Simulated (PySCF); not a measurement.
C5H3F3OS (SMILES FC(F)(F)Oc1cccs1)

```xyz
13

F    -3.4519   -0.6531    0.5979
C    -2.3024   -0.1669    0.1530
F    -2.3152   -0.2883   -1.1848
F    -2.3141    1.1546    0.3939
O    -1.3073   -0.8076    0.7382
C    -0.0078   -0.4344    0.3973
C     0.4440    0.5098   -0.4652
C     1.8598    0.5396   -0.4958
C     2.4272   -0.3690    0.3324
S     1.2555   -1.3024    1.1852
H    -0.1767    1.1584   -1.0548
H     2.4166    1.2180   -1.1152
H     3.4679   -0.5581    0.5002
```

Geometry: GFN2-xTB.

The calculation used PBE0/pcSseg-1, SCF density, gas phase, non-relativistic in PySCF 2.14.0.

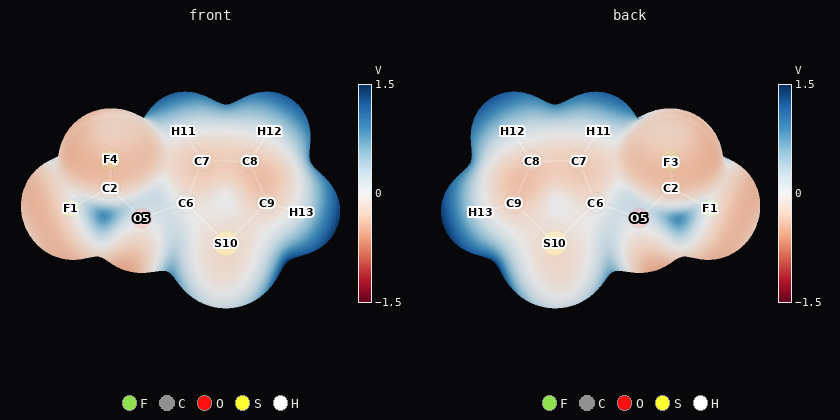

Figure 1. The molecular electrostatic potential painted on the density surface at 0.002 e/bohr³, seen from the front and from behind; the colour scale runs from red (negative) to blue (positive).

Question: Where is the surface potential most negative and most positive?

Answer: The most negative region (about −0.5 V) lies over F1, F3, F4 and O5, the most positive (about +1.4 V) over C9, S10 and H13.

Question: What dipole moment does the calculation give?

Answer: Its dipole moment is 2.43 D.

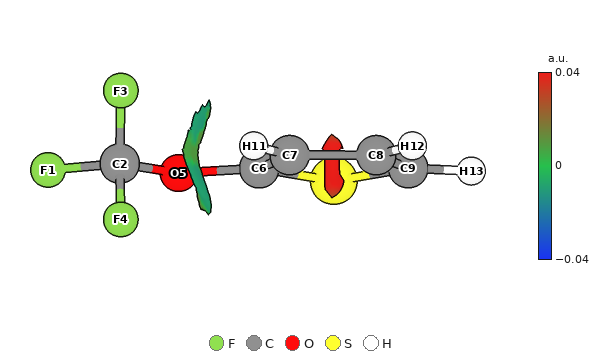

Figure 2. Non-covalent interaction (NCI) plot: the surface where the reduced density gradient is 0.5, for densities under 0.05 a.u., coloured by sign(λ₂)ρ; seen from one side.

Question: What holds or crowds the atoms apart from the covalent bonds?

Answer:
- Near H11, C7 and C2: mostly steric crowding (olive to red)
- Inside the ring or cage of C6, C7, C8, C9 and S10: steric crowding (red)

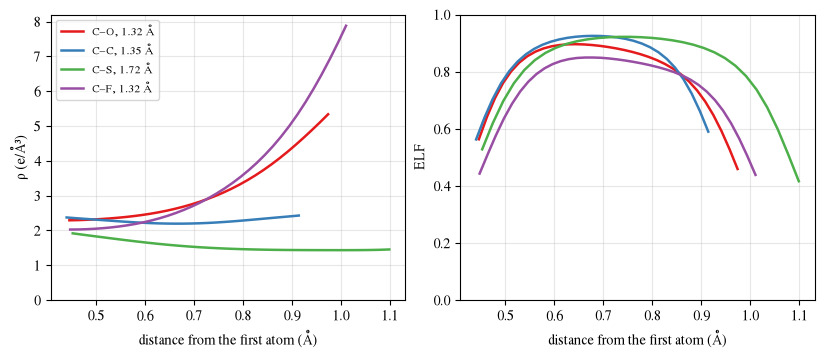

Figure 3. Total electron density and ELF along straight lines between neighbouring atoms. The curves leave out the atomic cores.

Question: What kind of bonding do the profiles show?

Answer: C–O (1.32 Å): the density is about 2.6 e/Å³ at the midpoint; the ELF peaks at about 0.90 between the atoms; a polar covalent bond.
C–C (1.35 Å): ρ at the midpoint is about 2.2 e/Å³; the ELF peaks at about 0.95 between the atoms; localised, covalent bonding.
C–S (1.72 Å): ρ at the midpoint is about 1.4 e/Å³; the ELF peaks at about 0.90 between the atoms; a covalent bond.
C–F (1.32 Å): ρ is about 2.5 e/Å³ halfway; the ELF peaks at about 0.85 between the atoms; a polar covalent bond.
